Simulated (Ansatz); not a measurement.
The calculation's input:

```
crystal:
  periodic: [false, false, false]
  atoms:
    - { symbol: "N", position_ang: [-1.04988, 0.27567, -0.90539] }
    - { symbol: Si, position_ang: [0.53737, -0.45881, -1.06422] }
    - { symbol: Si, position_ang: [1.48725, -0.4802, 0.89858] }
    - { symbol: H, position_ang: [-1.77345, -0.14072, -0.33906] }
    - { symbol: H, position_ang: [-1.15761, 1.27824, -0.91981] }
    - { symbol: H, position_ang: [1.95632, -0.47418, 2.3299] }
magnetization:
  spin_polarized: true
basis:
  gaussian: { orbitals: def2-SVP }
hamiltonian:
  xc: b3lyp
  dispersion: d4
relax:
  f_tol: 0.02
  max_steps: 50
output:
  orbitals: {}
```

Command:

```sh
ansatz run input.yaml --threads 2 --pin off --max-ram 3072MiB --backend cpu --events-out ev --progress --plain --runs-dir out
```

The fields are those of the relaxed geometry.

Computed with Ansatz, UKS B3LYP-D4/def2-SVP.

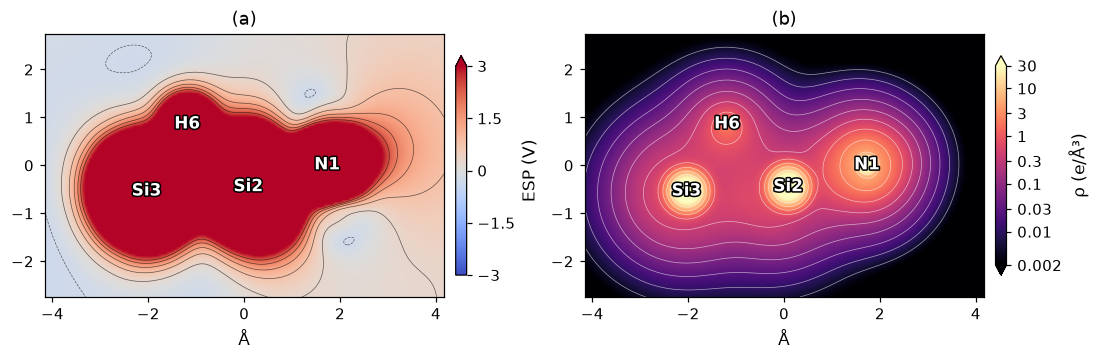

H₃NSi₂. (a) molecular electrostatic potential; (b) electron density on the plane of atoms N1, Si2 and Si3.

**What do the fields say about this system?**

The section cuts through N, Si and H sites.
Si–N (1.70 Å): the density is about 1.1 e/Å³ at the midpoint.
Si–Si (2.12 Å): ρ is about 0.57 e/Å³ halfway.
Si–H (1.63 Å): ρ is about 0.55 e/Å³ halfway.
Outside the dense part of the molecule the potential is most negative (−0.3 V) near Si3.
